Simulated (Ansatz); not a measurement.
# A ladder of methods for CH3Al (SMILES C[Al])

The species is CH3Al (5 atoms), meant as a singlet with charge 0. SMILES: `C[Al]`. The shape was relaxed beforehand at wB97X-V/def2-SVP.

Each level gives the adiabatic electron affinity (to the doublet anion, shapes relaxed at wB97X-V/def2-SVP, no zero-point term) (eV). The values are calculated.

The electron affinity is E(neutral) − E(anion): positive where the electron is bound.

| level | kind | program | value (eV) | less CCSD(T)/def2-TZVPP | CPU time (all runs) |
| --- | --- | --- | --- | --- | --- |
| HF/def2-TZVPP | Hartree–Fock | Ansatz | -0.72 | -0.32 | 5.1 s |
| SVWN5/def2-TZVPP | LDA | Ansatz | -0.30 | +0.10 | 2.6 s |
| BLYP/def2-TZVPP | GGA | Ansatz | -0.49 | -0.09 | 5.2 s |
| PBE/def2-TZVPP | GGA | Ansatz | -0.26 | +0.14 | 4.8 s |
| r2SCAN/def2-TZVPP | meta-GGA | Ansatz | -0.17 | +0.23 | 9.8 s |
| PBE0-D4/def2-TZVPP | global hybrid | Ansatz | -0.23 | +0.17 | 6 s |
| CAM-B3LYP/def2-TZVPP | range-separated hybrid | Ansatz | -0.38 | +0.02 | 5.4 s |
| RPA@PBE/def2-TZVPP | RPA | Ansatz | -0.12 | +0.28 | 6.9 s |
| MP2/def2-TZVPP | perturbation theory | Ansatz | -0.57 | -0.17 | 4.5 s |
| CCSD(T)/def2-TZVPP | coupled cluster or CI | Ansatz | -0.40 | 0.00 | 13 s |

Differences are taken from CCSD(T)/def2-TZVPP for orientation; it has basis-set and higher-order errors of its own. Its T1 diagnostic reaches 0.050, a sign that one reference may not serve. The values span -0.72 to -0.12 eV. Spin contamination of the reference (⟨S²⟩ at least 0.1 too high) touches HF/def2-TZVPP, MP2/def2-TZVPP, CCSD(T)/def2-TZVPP. Negative values mean that the anion is unbound at that level; they are set by how diffuse the basis is and aren't properties of the molecule. Times are those of the runs behind each value, whatever else they computed, on shared processors of several kinds: orders of magnitude only.

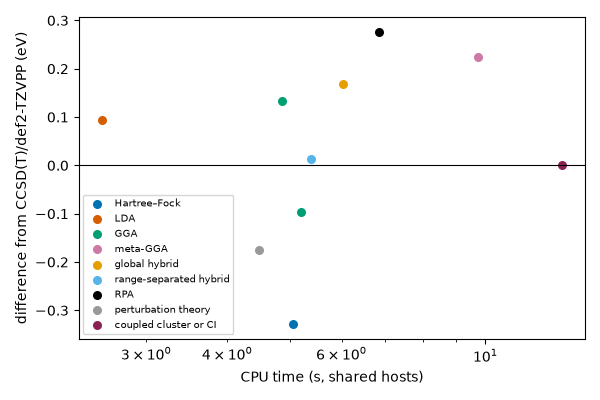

Difference from CCSD(T)/def2-TZVPP against processor time, one point a level.
